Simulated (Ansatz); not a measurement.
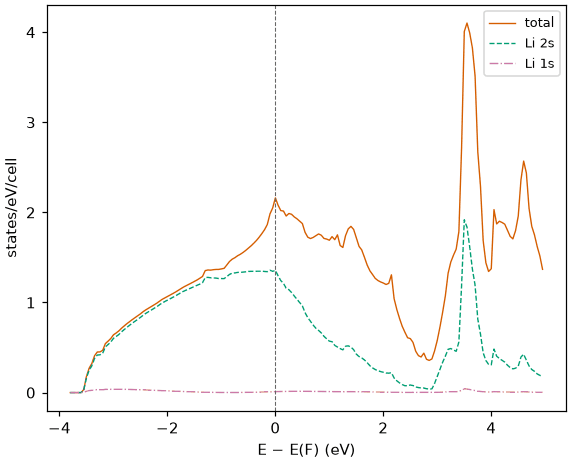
Figure: Total and projected density of states of Li (dhcp (α-La type), P6_3/mmc), plane-wave PAW PBEsol (Ansatz code)

Problem. Which orbitals carry the states next to the Fermi level?

Solution. Within 0.5 eV of the Fermi level: Li 2s 66 %, outside the projected shells 34 %. Projections are on Löwdin-orthogonalised atomic valence shells; empty p or d shells of many metals are not among them.

The workflow started from a Materials Project entry (that database holds measured and hypothetical structures alike); the Crystallography Open Database files this formula in space group No. 194, but the cells were not matched. It is not the phase usual at ambient conditions (space group No. 229). The cell was relaxed with PBEsol under the symmetry of its start; whether a distortion lowers the energy is not shown.

Potentials: the later of the program's two PAW sets.
